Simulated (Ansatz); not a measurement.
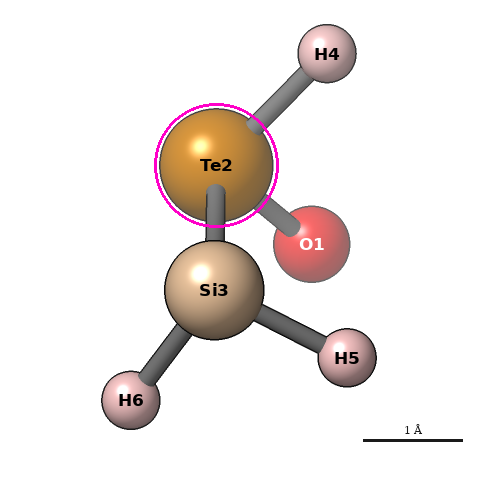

Orthographic view. Distant atoms are faded towards the background colour. The species has charge −1 and is a spin singlet. The geometry was computed by an optimisation with PBE0-D4/def2-TZVPD. No frequency run is at hand to confirm it as a minimum.

Question: Name the neighbours of the circled atom.

Answer: The circled atom is Te2; it is bonded to O1, Si3, H4.

Question: Which atom is farthest from the viewer?

Answer: O1, 2.2 Å behind the mean position.

Question: Which two atoms are farthest apart in space?

Answer: H4 and H6, 4.16 Å.
